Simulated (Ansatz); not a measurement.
# What BiH3 (model cell, started as ReO3 type) distorts into

Which phase does BiH3 (model cell, started as ReO3 type) fall into along its unstable mode, and how much energy does it gain?

Program: Ansatz 0.2.0. Level of theory: DFT PBEsol, scalar-relativistic, plane waves, PAW. Results are calculated unless marked as measured.

The structure was built from a prototype and need not be the compound's stable phase.

## (1) Set-up

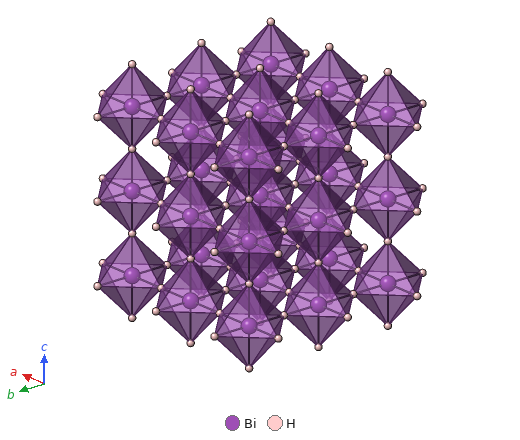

The cell as given, from a free direction (bismuth purple, hydrogen pink). 2×2×2 cells are drawn. Some periodic images of atoms are drawn too.

## (2) Response at finite wavevector

The cell comes from relaxations at this level that are not shown. Stability and thermal properties need the whole zone. Linear response on a 4×4×4 q mesh gives force constants as far as a supercell of that size would.

Contents of input.yaml:

```yaml
crystal:
  lattice:
    - [4.1628261251, 0.0, 0.0]
    - [0.0, 4.1628261251, 0.0]
    - [0.0, 0.0, 4.1628261251]
  atoms:
    - { symbol: Bi, position: [0.0, 0.0, 0.0] }
    - { symbol: H, position: [0.5, 0.0, 0.0] }
    - { symbol: H, position: [0.0, 0.5, 0.0] }
    - { symbol: H, position: [0.0, 0.0, 0.5] }
kpoints:
  mp_grid: { grid: [12, 12, 12] }
hamiltonian:
  xc: pbesol
scf:
  occupations: { method: methfessel_paxton, width: 0.2 }
output:
  eigenvalues: true
phonons:
  method: dfpt
  qmesh: [4, 4, 4]
  temperatures: { t_max: 1000, t_step: 50 }
  qpath:
    path:
      - [[0.0, 0.0, 0.0], [0.0, 0.5, 0.0], [0.5, 0.5, 0.0], [0.0, 0.0, 0.0], [0.5, 0.5, 0.5], [0.0, 0.5, 0.0]]
      - [[0.5, 0.5, 0.5], [0.5, 0.5, 0.0]]
    npoints: 10
```

On the command line:

```sh
$ ansatz run input.yaml --threads 4 --pin off --max-ram 7168MiB --backend cpu --events-out ev --progress --plain --runs-dir out
```

Numbers of over 12 decimals in the logs are rounded to 6 here.

What it wrote:

```text
Engine: ansatz 0.2.0, aarch64-unknown-linux-gnu
Pseudopotentials: kind: paw
Pseudopotential: Bi, paw, valence charge 15, recommended cutoff 420 eV (normal), Bi.paw.azcp
Pseudopotential: H, paw, valence charge 1, recommended cutoff 420 eV (normal), H.paw.azcp
Functional definition: PBEsol
  exchange = pbesol_x
  correlation = pbesol_c
Crystal: 4 atoms, lattice volume = 72.138 Å³
Basis set: ecut = 420 eV, 1365 PW (Γ), exchange–correlation on 60×60×60 points (8 copies of the dense FFT grid, shifted against one another)
Bands: 13, of which v1, the nominal top of the filled ones, is band 9 counted from 1 (8 counted from 0)
Symmetry: 48 space group operations
k-points: 84 of 1728
Non-local potential: Bi, projectors of the file, l = 0: 2, l = 1: 2, l = 2: 2, l = 3: 2
Non-local potential: H, projectors of the file, l = 0: 2, l = 1: 1
PAW form: soft (Blöchl's): semilocal exchange-correlation on the pseudo side does not see the compensation charge
PAW frozen core: Bi, regenerated for the run's functional, and the local potential with it (the file was generated under x = pbe(κ = 0.804, μ = 0.219515), c = pbe(β = 0.066725))
PAW one-centre angular grid: Bi, 590 points (default); XC on 64 Gauss nodes
PAW one-centre angular grid: H, 110 points (default); XC on 64 Gauss nodes
Initial density: superposition of atomic densities (neutral atoms: chi_scale 0, normalization atom), corrected by the library's trained network
Initial wavefunctions: pseudopotential atomic-orbital guess
Functional: x = pbesol(κ = 0.804, μ = 0.123457), c = pbesol(β = 0.046)
SCF iter   1: F=—  HF=-12287.038061 eV  |F-HF|=—  |Δ(HF+E_count)|=         —  Δρ=5.40e-3  dr2=1.62e-2  ethr=1.77e-3  ⟨swp⟩=5.4  Hψ=6080  notcnv=0
preconditioner: auto → none  [metal: Δε(μ)=0.054 eV  Ē_g=9.681 eV  σ=0.200 eV  W_gap=0.23  n_scr=18 (ndim 8)  ℏωp=12.4 eV  f_vac=0.180  D(μ)=0.37/eV (n_scr^D=0)  sad-step TF]
SCF iter   2: F=—  HF=-12287.036409 eV  |F-HF|=—  |Δ(HF+E_count)|=   1.65e-3  S|Δr|=    0.00e0  Δρ=2.63e-3  dr2=4.64e-3  ethr=9.00e-5  ⟨swp⟩=1.0  Hψ=1766  notcnv=0
SCF iter   3: F=—  HF=-12287.039638 eV  |F-HF|=—  |Δ(HF+E_count)|=   3.23e-3  S|Δr|=    0.00e0  Δρ=3.31e-4  dr2=1.18e-4  ethr=2.58e-5  ⟨swp⟩=2.0  Hψ=1450  notcnv=0
SCF iter   4: F=—  HF=-12287.040088 eV  |F-HF|=—  |Δ(HF+E_count)|=   4.50e-4  S|Δr|=    0.00e0  Δρ=1.64e-4  dr2=2.32e-5  ethr=6.55e-7  ⟨swp⟩=2.0  Hψ=1871  notcnv=0
SCF iter   5: F=—  HF=-12287.040089 eV  |F-HF|=—  |Δ(HF+E_count)|=   8.21e-7  S|Δr|=    0.00e0  Δρ=1.97e-5  dr2=3.72e-7  ethr=1.29e-7  ⟨swp⟩=2.0  Hψ=1851  notcnv=0
SCF iter   6: F=—  HF=-12287.040084 eV  |F-HF|=—  |Δ(HF+E_count)|=   4.65e-6  S|Δr|=    0.00e0  Δρ=2.11e-6  dr2=4.87e-9  ethr=2.07e-9  ⟨swp⟩=2.1  Hψ=1452  notcnv=0
SCF iter   7: F=—  HF=-12287.040084 eV  |F-HF|=—  |Δ(HF+E_count)|=   1.37e-8  S|Δr|=    0.00e0  Δρ=4.12e-7  dr2=1.01e-10  ethr=2.70e-11  ⟨swp⟩=2.3  Hψ=1944  notcnv=0
SCF iter   8: F=-12287.040084 eV  HF=-12287.040084 eV  |F-HF|=2.36e-11  |Δ(HF+E_count)|=   1.05e-9  S|Δr|=    0.00e0  Δρ=4.70e-8  dr2=2.14e-12  ethr=1.00e-12  ⟨swp⟩=8.5  Hψ=6720  notcnv=0
SCF 1 converged in 8 iterations: F = -12287.040084 eV  dr2 = 2.14e-12
  Residual-converged pass: ⟨swp⟩=1.0  Hψ=1429  notcnv=0  max |occ|·‖R‖ = 7.0e-9 eV (tolerance 1.0e-8 eV)  dr2=2.14e-12  dr2_onsite=2.06e-13  max |Δocc| = 4.6e-10
  greatest PAW one-centre occupation: 0.989 electrons in one spin orbital (limit 2), on the Bi atom at site 0 (counted from 0), in its partial waves of l = 2
Initial density: read from a saved state, or passed on in memory by an earlier SCF of this step, an earlier step, the calling program or the single point that the run made first
iter 1 solved again at ethr=1.92e-7 eV; its pass at ethr=3.10e-3 eV (dr2=3.46e-5 eV) is discarded
SCF iter   1: F=—  HF=-12287.040082 eV  |F-HF|=—  |Δ(HF+E_count)|=         —  Δρ=3.32e-7  dr2=5.57e-11  ethr=1.92e-7  ⟨swp⟩=3.6  Hψ=9613  notcnv=0
eigensolver tolerance schedule: the retry pair's looser diagonalisation over-reported the residual by 620423.02 of it (diagonalisation noise at an unbounded share of the residual, at the tolerance the schedule requests for it); recorded, not acted on — ethr = c·dr2/N_el stays at c = 1.0e-1
preconditioner: auto → none  [metal: Δε(μ)=0.054 eV  Ē_g=9.728 eV  σ=0.200 eV  W_gap=0.23  n_scr=18 (ndim 8)  ℏωp=12.4 eV  f_vac=0.202  D(μ)=0.33/eV (n_scr^D=0)]
SCF iter   2: F=—  HF=-12287.040084 eV  |F-HF|=—  |Δ(HF+E_count)|=   1.92e-6  S|Δr|=    0.00e0  Δρ=2.02e-7  dr2=2.25e-11  ethr=1.00e-12  ⟨swp⟩=4.0  Hψ=3123  notcnv=0
SCF iter   3: F=-12287.040084 eV  HF=-12287.040084 eV  |F-HF|=5.46e-12  |Δ(HF+E_count)|=  8.73e-11  S|Δr|=    0.00e0  Δρ=1.13e-7  dr2=6.03e-12  ethr=1.00e-12  ⟨swp⟩=4.1  Hψ=3385  notcnv=0
SCF 2 converged in 3 iterations: F = -12287.040084 eV  dr2 = 6.03e-12
phonons: the bands overlap, so this run is a metal and interpolates without the dipole-dipole term. If the crystal is really an insulator or semiconductor, its LO-TO splitting is missing
NSCF: frozen V_eff on 84 k-points
WARN: eigensolver did not converge in 18 slots of this pass, the one above among them; of largest residual over every band (k=5): 1 band(s) unlocked (lowest unlocked band 12, counted from 0; max residual 3.70e-3 eV among the unlocked bands, 3.70e-3 eV over every band); of lowest unlocked band (k=5): band 12
NSCF: frozen V_eff on 343 k-points
DFPT response loops at q = (0, 0, 0) (fractional): preconditioner auto → none (partly filled bands, converged f_vac=0.202); β = 0.50; Broyden in place of MSR1
NSCF: frozen V_eff on 1176 k-points
DFPT response loops at q = (0, 0, 0.25) (fractional): mixed as the last ones told, above
NSCF: frozen V_eff on 686 k-points
DFPT response loops at q = (0, 0, -0.5) (fractional): mixed as the last ones told, above
NSCF: frozen V_eff on 2016 k-points
DFPT response loops at q = (0, 0.25, 0.25) (fractional): mixed as the last ones told, above
NSCF: frozen V_eff on 1176 k-points
DFPT response loops at q = (0, 0.25, -0.5) (fractional): mixed as the last ones told, above
NSCF: frozen V_eff on 686 k-points
DFPT response loops at q = (0, -0.5, -0.5) (fractional): mixed as the last ones told, above
NSCF: frozen V_eff on 3456 k-points
DFPT response loops at q = (0.25, 0.25, 0.25) (fractional): mixed as the last ones told, above
NSCF: frozen V_eff on 2016 k-points
DFPT response loops at q = (0.25, 0.25, -0.5) (fractional): mixed as the last ones told, above
NSCF: frozen V_eff on 1176 k-points
DFPT response loops at q = (0.25, -0.5, -0.5) (fractional): mixed as the last ones told, above
NSCF: frozen V_eff on 686 k-points
DFPT response loops at q = (-0.5, -0.5, -0.5) (fractional): mixed as the last ones told, above
SCF converged after 8 iterations
Stability not checked: this state was not tested for a lower state beside it, because cold or Methfessel-Paxton smearing, or corrected tetrahedra, fill the levels in a way that the test cannot read (fill_not_monotonic; see scf.lower_state_search)
Free energy (F): -12287.040084 eV
Harris-Foulkes:  -12287.040084 eV  (|F-HF|=2.36e-11)
Internal energy: -12287.041886 eV  (E = F + TS)
E sigma→0 (E₀):  -12287.040535 eV
Entropy (-TS):   0.001802 eV (0.451 meV/atom)
Fermi energy:    3.561859 eV
--- Per-component energies (eV) ---
  E_band       = -211.635389
  E_kinetic    = 339.764250
  E_local      = -2083.217538  (includes V_loc(G=0)·N_el)
  E_nonlocal   = 567.205000
  E_hartree    = 715.166186
  E_xc         = -175.103444
  E_vxc        = -176.398888  (∫ρ·V_xc dr)
  E_paw        = -10511.110997  (= ΣΔE_a)
  E_vpaw       = -289.316915  (= ΣTr[D̂ρ^β])
  E_aug_tail   = -0.003730  (compensation charges beyond the density's cutoff)
  E_ewald      = -1139.831365
  E_core_change = 0.089752  (= ΣΔE_core)
  E_smearing   = 0.001802  (= −TS)
  E_closure    = 0.000000  (closes the sum)
  Σ components = -12287.040084   (vs F -12287.040084, Δ=0.00e0)
--- Band table (eV; the first three rows and the last of 84) ---
  k-point 0: bands = [... 5 lower, -8.9656, 1.7273, 1.7273, 3.4749, 3.4749, 3.4749, 4.8138, 10.9216]
  k-point 1: bands = [... 5 lower, -8.9312, 1.1335, 1.7374, 3.5047, 3.5047, 3.6035, 5.4294, 10.6883]
  k-point 2: bands = [... 5 lower, -8.8328, 0.0904, 1.7654, 3.5883, 3.5883, 3.7543, 6.7454, 10.1607]
  k-point 83: bands = [... 5 lower, -6.8535, -1.8865, -1.8865, -1.8865, 7.4214, 7.4214, 7.4214, 9.8784]
--- Phonons (Γ-DFPT): 3 representative perturbations + reference (Σ response iterations 9) ---
  ASR residual: 7.873e-5 → 0.000e0 eV/Å²; symmetrization residual: 3.376e-7 eV/Å²
  ASR residual per site (eV/Å²): 7.87e-5 1.01e-5 1.01e-5 1.01e-5
  Γ frequencies (cm⁻¹): -1283.96 -1283.96 -1283.96 0.00 0.00 0.00 455.11 455.11 455.11 476.45 476.45 476.45
--- Phonons (arbitrary-q DFPT): 10 irreducible q on the 4×4×4 mesh ---
  q = [0.0000, 0.0000, 0.0000] (star 1, of the zone-centre solve; hermiticity 1.11e-7, symmetrization 5.78e-13): -1283.96 -1283.96 -1283.96 -0.00 -0.00 0.00 455.11 455.11 455.11 476.45 476.45 476.45
  q = [0.0000, 0.0000, 0.2500] (star 6, 7 solved perturbations in 3612 linear systems a pass and spin channel, the states on 588 of 1728 k-point pairs; hermiticity 1.27e-7, symmetrization 2.52e-13): -1310.12 -1310.12 17.91 17.91 73.28 459.35 459.35 459.35 461.87 473.61 473.61 1235.53
  q = [0.0000, 0.0000, -0.5000] (star 3, 7 solved perturbations in 2107 linear systems a pass and spin channel, the states on 343 of 1728 k-point pairs; hermiticity 1.25e-7, symmetrization 4.18e-13): -1347.50 -1347.50 29.84 29.84 103.44 449.18 455.24 455.24 458.26 466.54 466.54 1414.69
  q = [0.0000, 0.2500, 0.2500] (star 12, 7 solved perturbations in 6132 linear systems a pass and spin channel, the states on 1008 of 1728 k-point pairs; hermiticity 1.20e-7, symmetrization 8.37e-14): -1315.94 25.35 72.80 80.56 348.99 450.40 462.22 468.35 471.00 559.18 1206.73 1276.92
  q = [0.0000, 0.2500, -0.5000] (star 12, 12 solved perturbations on 588 of 1728 k-point pairs; hermiticity 9.22e-8, symmetrization 8.20e-14): -1344.17 34.85 83.34 104.51 289.48 443.65 447.65 452.89 470.56 602.96 1234.78 1422.22
  q = [0.0000, -0.5000, -0.5000] (star 3, 7 solved perturbations in 2107 linear systems a pass and spin channel, the states on 343 of 1728 k-point pairs; hermiticity 5.15e-8, symmetrization 6.82e-14): -1376.93 41.90 112.93 112.93 200.11 430.34 430.34 450.74 450.74 668.13 1373.18 1453.82
  q = [0.2500, 0.2500, 0.2500] (star 8, 3 solved perturbations in 3600 linear systems a pass and spin channel, the states on 1728 of 1728 k-point pairs; hermiticity 1.26e-7, symmetrization 2.50e-12): 75.66 75.66 86.35 344.04 348.08 348.08 551.59 551.59 562.79 1163.93 1283.37 1283.37
  q = [0.2500, 0.2500, -0.5000] (star 12, 7 solved perturbations in 6132 linear systems a pass and spin channel, the states on 1008 of 1728 k-point pairs; hermiticity 8.74e-8, symmetrization 4.81e-13): 81.99 88.11 105.73 283.66 288.97 342.78 551.30 595.56 603.65 1183.70 1287.36 1431.87
  q = [0.2500, -0.5000, -0.5000] (star 6, 7 solved perturbations in 3612 linear systems a pass and spin channel, the states on 588 of 1728 k-point pairs; hermiticity 9.84e-8, symmetrization 3.18e-13): 89.94 113.49 113.49 197.73 282.13 282.13 595.98 595.98 665.79 1214.05 1396.56 1461.75
  q = [-0.5000, -0.5000, -0.5000] (star 1, 3 solved perturbations in 735 linear systems a pass and spin channel, the states on 343 of 1728 k-point pairs; hermiticity 1.73e-13, symmetrization 2.20e-12): 120.27 120.27 120.27 195.67 195.67 195.67 663.51 663.51 663.51 1310.73 1464.29 1464.29
  sum rule: each row above includes the acoustic sum rule's correction from the zone centre's row sums; it moved no ω² by more than (1.65 cm⁻¹)²
  mesh force constants: q→R imaginary residual 2.52e-48; ASR residual 7.873e-5 → 0.000e0 eV/Å²; symmetrization residual 5.329e-15 eV/Å²
  interpolated dispersion: 62 rows × 12 modes
  density of states and harmonic sums: on the 16×16×16 q-mesh, interpolated from the force constants of a 4×4×4 supercell (no non-analytic term)
  largest difference from the sums on the solved wave vectors: F 1.64e-2 eV, S 1.29e-5 and C_V 8.15e-6 eV/K
  zero-point energy: 0.346455 eV/cell   skipped modes (ω ≤ 0): 168, of them read as no rigid motion or as one in doubt: 165 (9.375e-1 modes/cell left out, lowest -1376.93 cm⁻¹)   left out of the sums: 7.82e-2 of the cell's modes: C_V's classical limit lies that fraction below 3 k_B per atom; for a crystal, a wire or a layer, F and S can be off by more, and a phonons.interpolated_qmesh denser along its periods is the remedy for the sampling
```

Elapsed: 11 min, on 4 threads of Arm Neoverse V2, shared host; peak memory 3.6 GiB; 43 min of CPU time.

The column dr2 measures how far the density is from self-consistency, as an energy; F and HF (Harris–Foulkes) agree once it is small.

Numbers from this step:

```
volume per atom                                         : 18.03 Å³
gap on the k-mesh                                       : 0 eV
sum-rule residual before enforcement                    : 7.87e-5 eV/Å²
lowest frequency on the path                            : -1377 cm⁻¹
point group                                             : m-3m
highest frequency on the path or at a solved wavevector : 1522 cm⁻¹
highest optical mode at the zone centre (no LO-TO term) : 476.4 cm⁻¹
lowest optical zone-centre mode                         : -1284 cm⁻¹
lowest mode on the q mesh (acoustic modes at Γ apart)   : -1377 cm⁻¹
```

Frequencies (cm⁻¹) solved at each irreducible wavevector; negative means imaginary. Frequencies by wavevector, by row:

```
q in reciprocal lattice units  star  mode 1  mode 2  mode 3  mode 4  mode 10  mode 11  mode 12
                        0 0 0     1   -1284   -1284   -1284       0    476.4    476.4    476.4
                     0 0 0.25     6   -1310   -1310    17.9    17.9    473.6    473.6     1236
                     0 0 -0.5     3   -1348   -1348    29.8    29.8    466.5    466.5     1415
                  0 0.25 0.25    12   -1316    25.4    72.8    80.6    559.2     1207     1277
                  0 0.25 -0.5    12   -1344    34.9    83.3   104.5      603     1235     1422
                  0 -0.5 -0.5     3   -1377    41.9   112.9   112.9    668.1     1373     1454
               0.25 0.25 0.25     8    75.7    75.7    86.3     344     1164     1283     1283
               0.25 0.25 -0.5    12      82    88.1   105.7   283.7     1184     1287     1432
               0.25 -0.5 -0.5     6    89.9   113.5   113.5   197.7     1214     1397     1462
               -0.5 -0.5 -0.5     1   120.3   120.3   120.3   195.7     1311     1464     1464
```

Interpolated from a 4×4×4 q mesh. Phonon branches along the path, in cm⁻¹:

```
    point  branch 1  branch 2  branch 3  branch 4  branch 9  branch 10  branch 11  branch 12
        Γ     -1284     -1284     -1284         0       455        476        476        476
        X     -1348     -1348        30        30       458        466        466       1415
        M     -1377        42       113       113       451        668       1373       1454
        Γ     -1284     -1284     -1284         0       455        476        476        476
        R       120       120       120       196       664       1311       1464       1464
        X     -1348     -1348        30        30       458        466        466       1415
jump to R       120       120       120       196       664       1311       1464       1464
        M     -1377        42       113       113       451        668       1373       1454
```

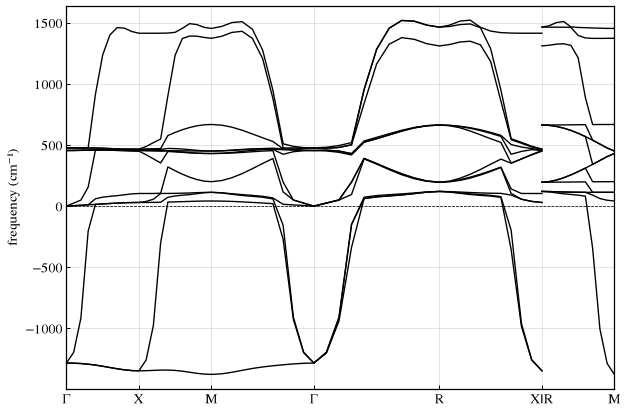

Phonon branches along the path.

Symmetry leaves 10 wavevectors to solve. The lowest mode among them, the acoustic zeros apart, lies at q = (0, -0.5, -0.5) and is imaginary, 1376.9i cm⁻¹, so the energy falls along it.

## (3) The mode frozen in, largest atomic shift 0 Å

The mode followed lies at q = (0, 0, -0.5) with frequency 1347.5i cm⁻¹ and is 2-fold degenerate, one of the unstable modes though not the softest. At small amplitude the distorted cell has space group no. 63 by a symmetry search on the positions. The undistorted cell that holds it gives the zero of energy on the same k mesh.

System of this step: BiH3 (model cell, started as ReO3 type). Symmetry: Pm-3m, No. 221, cubic system. The conventional cell has a = 4.163 Å, b = 4.163 Å, c = 4.163 Å, α = 90.00°, β = 90.00°, γ = 90.00°. Bi has 6 H at 2.08 Å nearest. Nearest to H lie 2 Bi at 2.08 Å. Nearest to H lie 2 Bi at 2.08 Å. Farther neighbours are not listed.

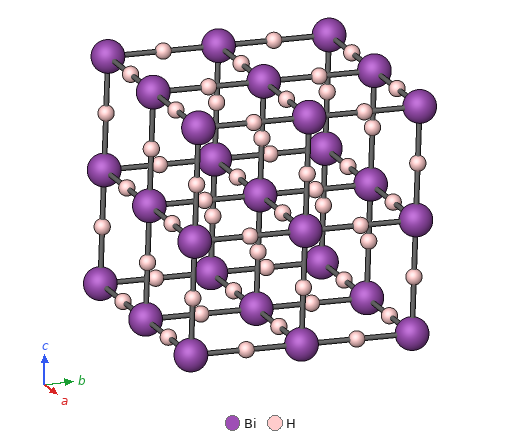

The cell of this step (bismuth purple, hydrogen pink). 2×2×1 cells are drawn. Some periodic images of atoms are drawn too.

Contents of input.yaml:

```yaml
crystal:
  lattice:
    - [4.1628261251, 0.0, 0.0]
    - [0.0, 4.1628261251, 0.0]
    - [0.0, 0.0, 8.3256522502]
  atoms:
    - { symbol: Bi, position: [0.0, 0.0, 0.0] }
    - { symbol: Bi, position: [0.0, 0.0, 0.5] }
    - { symbol: H, position: [0.5, 0.0, 0.0] }
    - { symbol: H, position: [0.5, 0.0, 0.5] }
    - { symbol: H, position: [0.0, 0.5, 0.5] }
    - { symbol: H, position: [0.0, 0.5, 0.0] }
    - { symbol: H, position: [0.0, 0.0, 0.25] }
    - { symbol: H, position: [0.0, 0.0, 0.75] }
kpoints:
  mp_grid: { grid: [8, 8, 4] }
hamiltonian:
  xc: pbesol
scf:
  occupations: { method: methfessel_paxton, width: 0.2 }
output:
  forces: true
  stress: true
  eigenvalues: true
```

What it wrote:

```text
[...]
Crystal: 8 atoms, lattice volume = 144.276 Å³
Basis set: ecut = 420 eV, 2787 PW (Γ), exchange–correlation on 60×60×120 points (8 copies of the dense FFT grid, shifted against one another)
Bands: 26, of which v1, the nominal top of the filled ones, is band 18 counted from 1 (17 counted from 0)
Symmetry: 32 space group operations
[...]
k-points: 45 of 256
[...]
k-point 0: bands = [... 14 lower, 1.7419, 1.9017, 3.4675, 3.4675, 3.4675, 3.9672, 3.9672, 4.2861, ... 4 higher]
  k-point 1: bands = [... 14 lower, 1.7643, 1.8773, 3.5331, 3.5331, 3.6821, 3.8851, 3.8851, 4.1664, ... 4 higher]
  k-point 2: bands = [... 14 lower, 1.8197, 1.8197, 3.7009, 3.7009, 3.7009, 3.7009, 3.9187, 3.9187, ... 4 higher]
  k-point 44: bands = [... 14 lower, -2.0086, -2.0086, -0.1559, -0.1559, 6.7308, 6.7308, 8.3369, 8.3369, ... 4 higher]
[key lines of the parts left out:]
SCF converged after 6 iterations
Free energy (F): -24573.955467 eV
Fermi energy:    3.608710 eV
P = ⅓ Tr σ = 0.1089 GPa (1.089 kbar)
```

It took 2.6 s on 4 threads; peak memory 0.48 GiB; 9.6 s of CPU time.

Numbers from this step:

* pressure: 0.1089 GPa
* energy from the undistorted cell: 0 meV/atom

The run ends at a pressure of 0.11 GPa.

(Part 1 of 3 ends here.)

[Logs are printed without paths, hosts, clocks, repeated set-up lines and the standing remarks that a program may print on its own settings, such as how far it seeks lower states.]

[Hosts, paths, dates, database ids (printed as entryN), source tags and the programs' standing remarks are cut or masked in the printed files.]
